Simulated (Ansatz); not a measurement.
# BBrCl2 (bromodichloroborane): revPBE/cc-pVDZ

Aim: the vertical singlet–triplet gap of BBrCl2 (bromodichloroborane) at revPBE/cc-pVDZ, from 2 runs. 

The results are computed with Ansatz 0.2.0.

62 further runs of the same task are left out: 1 that didn't finish, 61 set aside as unsound or not needed.

## Step 1: Starting point

BBrCl2 has 4 atoms, charge 0, and is taken as a singlet. As SMILES, `ClB(Cl)Br`. The coordinates come from a PBE0-D4/def2-TZVP relaxation.

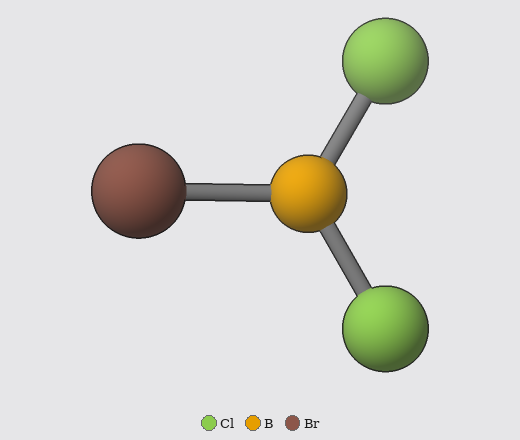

Viewed from a chosen angle; chlorine green, boron amber, bromine brown.

## Step 2: The energy at revPBE/cc-pVDZ

The input, run.yaml:

```yaml
basis:
  gaussian: {orbitals: cc-pVDZ}
crystal:
  periodic: [false, false, false]
  atoms:
    - {symbol: Cl, position_ang: [0.582100, 0.666000, 1.510800]}
    - {symbol: B, position_ang: [0.037200, -0.038100, 0.022100]}
    - {symbol: Cl, position_ang: [0.444300, -1.679200, -0.365600]}
    - {symbol: Br, position_ang: [-1.008100, 0.991100, -1.187600]}
hamiltonian: {xc: {name: revPBE}}
accuracy: high
output: {orbitals: {seedname: orbitals}}
```

Command:

```bash
$ ansatz run run.yaml --threads 1 --pin off --max-ram 3480MiB --events-out events.jsonl --progress --plain --runs-dir runs
```

The program printed:

```text
Warning: RAYON_NUM_THREADS=1 ignored (pool sized by the plan → 1); use --threads N
Functional definition: revPBE
  name "revPBE"
  parameter kappa = 1.245
  parameter beta = 0.06672455060314922
  exchange = pbe_x(kappa = kappa, mu = beta*pi^2/3)
  correlation = pbe_c(beta = beta)
1640 factors; integrals over basis functions are off by at most 4.6e-9 eV
mean field evaluation 1: about -95759.1462 eV, gradient 1.5e1 eV
mean field evaluation 2: about -95758.3163 eV, gradient 2.3e1 eV
mean field evaluation 4: about -95759.7931 eV, gradient 3.8e-1 eV
mean field evaluation 8: about -95759.7921 eV, gradient 3.9e-2 eV
mean field evaluation 16: about -95759.7921 eV, gradient 2.8e-6 eV
mean field -95759.79207094 eV, -3519.1074502888 hartree, gradient 1.8e-8 eV, S^2 0.000000; 0 other end points of the search recorded, 0 dependent functions left out
reference -95759.79207401 eV, -3519.1074504017 hartree; 37, 37 occupied and 40, 40 virtual orbitals, 1640 factors
Total energy: -95759.79207401 eV, -3519.1074504017 hartree
```

It took 6.9 s on 1 thread of Arm Neoverse V1, shared host; peak memory 0.18 GiB.

## Step 3: The triplet at the same level

The input, job.yaml:

```yaml
crystal:
  periodic: [false, false, false]
  atoms:
    - {symbol: Cl, position_ang: [0.582100, 0.666000, 1.510800]}
    - {symbol: B, position_ang: [0.037200, -0.038100, 0.022100]}
    - {symbol: Cl, position_ang: [0.444300, -1.679200, -0.365600]}
    - {symbol: Br, position_ang: [-1.008100, 0.991100, -1.187600]}
basis:
  gaussian:
    orbitals: cc-pVDZ
accuracy: high
output:
  orbitals: {seedname: orbitals}
magnetization:
  spin_polarized: true
  initial_magnetization: 2
hamiltonian:
  xc: {name: revPBE}
```

Command:

```bash
$ ansatz run job.yaml --threads 1 --pin off --max-ram 3480MiB --events-out events.jsonl --progress --plain --runs-dir runs
```

The program printed:

```text
Warning: RAYON_NUM_THREADS=1 ignored (pool sized by the plan → 1); use --threads N
Functional definition: revPBE
  name "revPBE"
  parameter kappa = 1.245
  parameter beta = 0.06672455060314922
  exchange = pbe_x(kappa = kappa, mu = beta*pi^2/3)
  correlation = pbe_c(beta = beta)
1640 factors; integrals over basis functions are off by at most 4.6e-9 eV
mean field evaluation 1: about -95751.7604 eV, gradient 2.2e1 eV
mean field evaluation 2: about -95743.7517 eV, gradient 4.0e1 eV
mean field evaluation 4: about -95753.7608 eV, gradient 1.1e1 eV
mean field evaluation 8: about -95754.9291 eV, gradient 1.2e-1 eV
mean field evaluation 16: about -95754.9268 eV, gradient 6.6e-5 eV
mean field evaluation 32: about -95754.5328 eV, gradient 4.5e0 eV
mean field evaluation 64: about -95754.8540 eV, gradient 7.0e-1 eV
mean field -95754.92676027 eV, -3518.9286534196 hartree, gradient 6.9e-8 eV, S^2 2.003891; 8 other end points of the search recorded, 0 dependent functions left out
reference -95754.92676349 eV, -3518.9286535378 hartree; 38, 36 occupied and 39, 41 virtual orbitals, 1640 factors
Total energy: -95754.92676349 eV, -3518.9286535378 hartree
```

Run time: 21 s. Hardware: 1 thread of Arm Neoverse V1, shared host; peak memory 0.24 GiB.

## Step 4: What came out

At revPBE/cc-pVDZ:

```
                                        quantity           value
                           singlet: total energy  -3519.10745 Eh
                            singlet: HOMO energy        -7.14 eV
                            singlet: LUMO energy        -2.41 eV
                          singlet: HOMO–LUMO gap         4.73 eV
                           triplet: total energy  -3518.92865 Eh
     triplet: HOMO energy (highest over α and β)        -2.31 eV
                                   triplet: ⟨S²⟩           2.004
vertical energy of the triplet above the singlet        4.865 eV
```

In words: At this shape the triplet lies 4.87 eV (469 kJ/mol) above the singlet.
